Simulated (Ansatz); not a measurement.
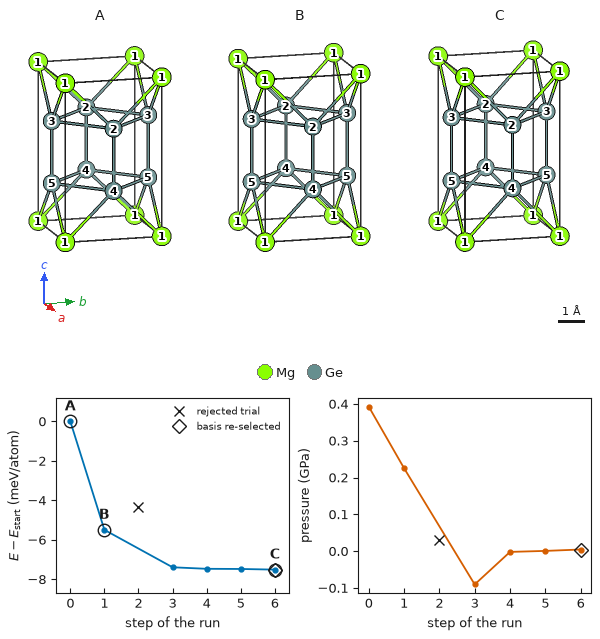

Frames of a relaxation of crystalline MgGe₄ (a generated structure, set up in P4/mmm), marked on the history of the run. Style: ball-and-stick. Shown: the cell of the calculation, slightly off an axis.

These are results of Ansatz 0.2.0, DFT PBE+D3(BJ), scalar-relativistic, plane waves, PAW, not measurements. Settings: plane-wave cutoff 420 eV; k-point mesh 10 × 10 × 6; occupations gaussian; smearing width 0.1 eV; no spin polarisation; cell and atoms relaxed; force threshold 0.01 eV/Å; at most 80 steps.

> Describe the path.

The energy falls by 7.5 meV per atom in 4 accepted moves (6 points after the start). Largest force component: 0.045 eV/Å at the start, 0.00038 eV/Å at the end. The pressure goes from 0.39 to 0.00 GPa. The line search rejected the trial step at point 2 of the run. At 1 point the geometry stayed and the basis and grid were re-selected for the new cell (energy shift of less than 0.05 meV per atom at most each time). The largest moves relative to the cell, 0.023 Å, are those of Ge2, Ge3, Ge4 and Ge5. Ge4 goes along +c. Mg stays in place. Cell: a = b 3.931 → 3.871 Å (−1.5 %), c 6.403 → 6.638 Å (+3.7 %). Volume +0.5 %. Among the contacts that change: Mg1–Ge2 2.769 → 2.815 Å, Ge2–Ge4 2.503 → 2.550 Å, Ge2–Ge3 2.780 → 2.737 Å. The space group stays P4/mmm (No. 123). From step 0 to 1: Ge atoms move most (0.02 Å), volume +0.2 %, energy −5.5 meV per atom. From step 1 to 6: volume +0.3 %, energy −2.0 meV per atom.

| step | E − E(0), meV/atom | largest force component, eV/Å | pressure, GPa | volume, Å³/atom | note |
| --- | --- | --- | --- | --- | --- |
| 0 | 0.00 | 0.0455 | 0.39 | 19.793 |  |
| 1 | -5.49 | 0.0629 | 0.23 | 19.832 |  |
| 2 | -4.33 | 0.2106 | 0.03 | 19.853 | rejected |
| 3 | -7.39 | 0.0029 | -0.09 | 19.919 |  |
| 4 | -7.47 | 0.0109 | 0.00 | 19.895 |  |
| 5 | -7.47 | 0.0006 | 0.00 | 19.896 |  |
| 6 | -7.51 | 0.0004 | 0.00 | 19.896 | same geometry, new basis |
